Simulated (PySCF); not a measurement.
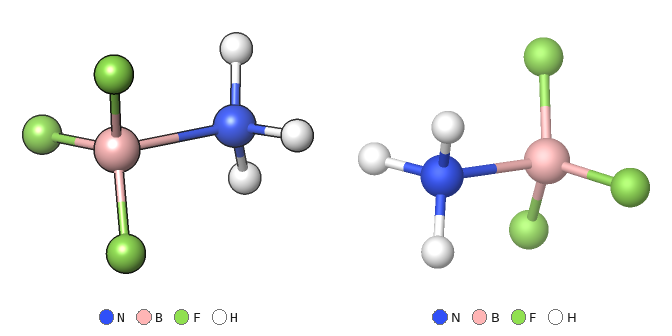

The same structure drawn twice, from different directions.

The geometry was computed by an optimisation with PBE0-D3(BJ)/def2-SVP. No frequency run is at hand to confirm it as a minimum.

Count the atoms of each element.

BF₃H₃N, 8 atoms: 1 boron, 3 fluorine, 3 hydrogen and 1 nitrogen.

Describe its rings.

It has no ring.

The parts below concern this one geometry. Atoms keep their numbers from picture to picture.

## Excitation

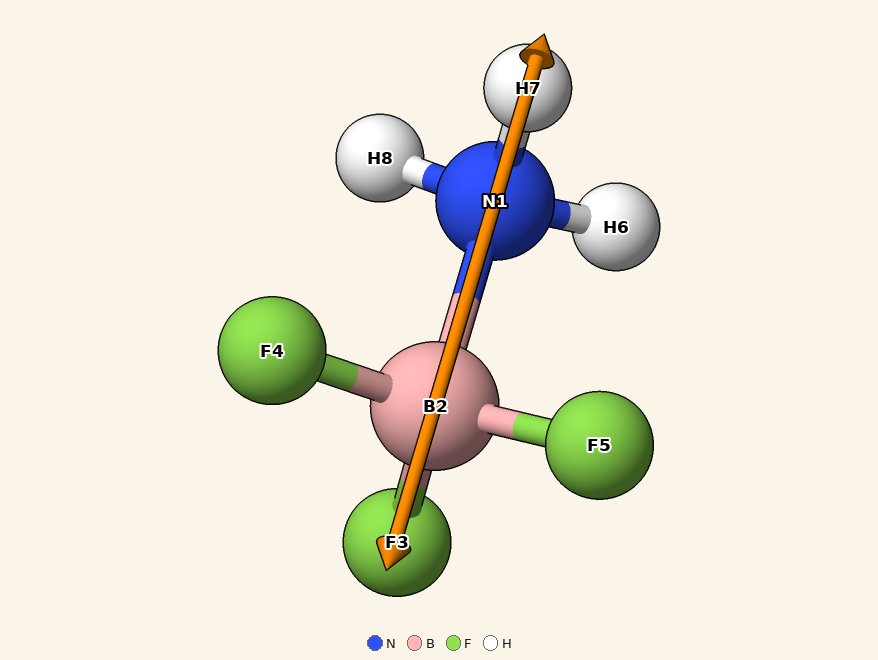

The double arrow shows the direction of the transition dipole to excited singlet state 1 (its length means nothing). No frequency run is at hand to confirm it as a minimum. Method: TDDFT B3LYP/def2-SVPD, vertical, IEF-PCM dichloromethane (non-equilibrium linear response), core orbitals frozen in the response (PySCF 2.14.0).

How is the transition polarised?

Nearly parallel to the N1–B2 bond.

Give its energy, strength and character.

9.06 eV (137 nm), oscillator strength 0.10, mainly HOMO → LUMO (weight 0.99); transition dipole 1.74 D.

## NMR shielding

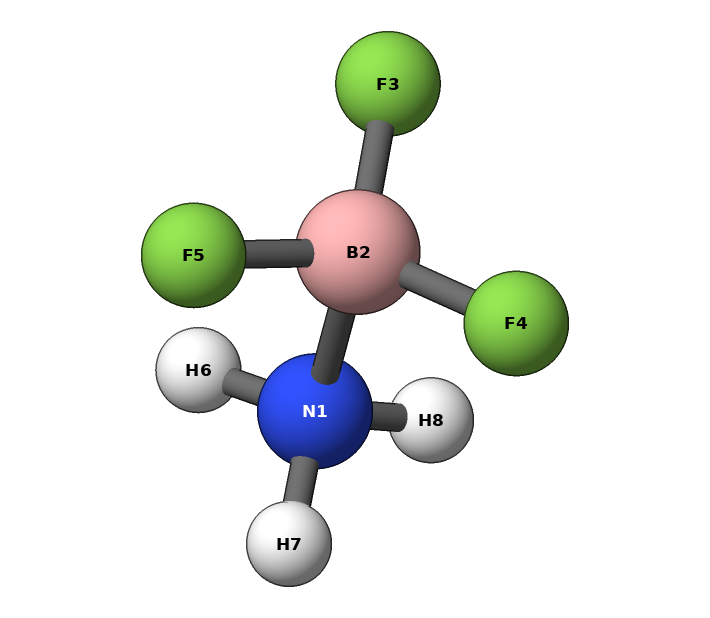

No frequency run is at hand to confirm it as a minimum. Method: GIAO PBE0/pcSseg-1 NMR shielding, non-relativistic, IEF-PCM dichloromethane (PySCF 2.14.0). Principal shieldings σ11 ≤ σ22 ≤ σ33, span Ω = σ33 − σ11, skew κ = 3(σiso − σ22)/Ω.

Give the shielding tensors of the N atoms.

| atom | σ11 | σ22 | σ33 | σiso | Ω | κ |
| --- | --- | --- | --- | --- | --- | --- |
| N1 | 205.1 | 205.2 | 226.3 | 212.2 | 21.2 | 0.99 |

Shieldings and span in ppm.

## Charges

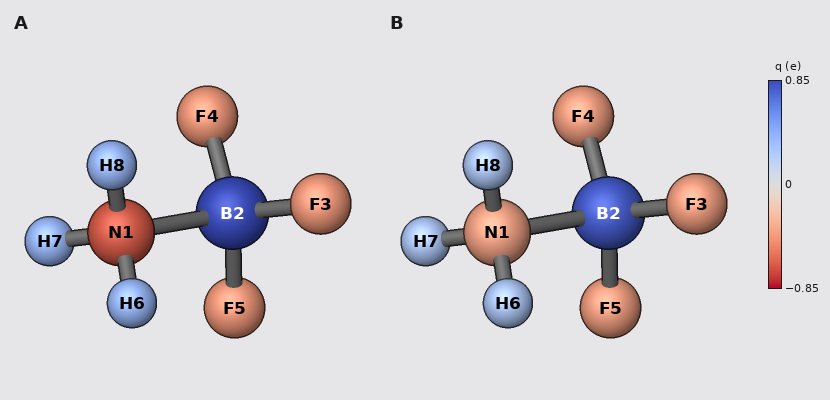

Atomic charges of one calculation by 2 schemes, on one colour scale. No frequency run is at hand to confirm it as a minimum. Method: PBE0/pcSseg-1 in dichloromethane (IEF-PCM) (PySCF 2.14.0).

The schemes are ESP-fitted, Mulliken. Which panel shows which?

A ESP-fitted, B Mulliken.

List the charges (e), one line for each set of equivalent atoms.

| atom | ESP-fitted | Mulliken |
| --- | --- | --- |
| N1 | −0.64 | −0.37 |
| B2 | 0.84 | 0.78 |
| F3, F4, F5 | −0.42 | −0.39 |
| H6, H7, H8 | 0.35 | 0.25 |

Mulliken values depend strongly on the basis set and can even reverse the polarity of a bond.
